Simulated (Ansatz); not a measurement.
Input

```
crystal:
  periodic: [false, false, false]
  atoms:
    - {symbol: F, position_ang: [-1.045146, 0.974019, 1.234591]}
    - {symbol: C, position_ang: [-0.265932, 0.247299, 0.314260]}
    - {symbol: Cl, position_ang: [1.512966, -1.407342, -1.787727]}
    - {symbol: H, position_ang: [-0.913006, -0.407766, -0.265322]}
    - {symbol: H, position_ang: [0.243854, 0.940872, -0.351140]}
    - {symbol: H, position_ang: [0.467265, -0.347081, 0.855439]}
basis:
  gaussian: {orbitals: "def2-TZVPPD.json"}
total_charge: -1
hamiltonian: {xc: pbe0, dispersion: d4}
output: {orbitals: {seedname: orbitals}}
```

Command:

```sh
ansatz run in.yaml --threads 2 --pin off --events-out ev --progress --plain --max-ram 4352MiB
```

The reactant side of a reaction path; geometry: PBE0-D4/def2-TZVP.

Computed with RKS PBE0-D4/def2-TZVPPD (Ansatz 0.2.0).

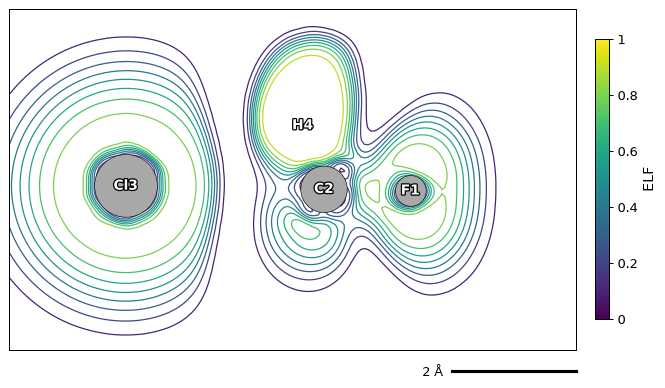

CH$_{3}$F···Cl (charge −1). Electron localisation function on the plane of atoms F1, C2 and H4. Grey discs cover the atomic cores.

What does the map show?

The plane passes through F, C, Cl and H nuclei.
C2···Cl3 (3.21 Å): the ELF dips to about 0 between them; a non-bonded, intermolecular contact.
Cl3···H4 (3.03 Å): the ELF dips to about 0 between them (a non-bonded, intermolecular contact).
C–F (1.41 Å): the ELF peaks at about 0.85 between the atoms, as expected for a shared but strongly polarised pair.
C–H (1.09 Å): the ELF climbs to about 1 towards the hydrogen, as it does in any bond to H; a covalent bond by its length.
C2···Cl3 (3.21 Å): the ELF dips to about 0 between them: a weak contact between the two molecules.
The ELF also peaks beside F1, away from the bonds: lone-pair regions.
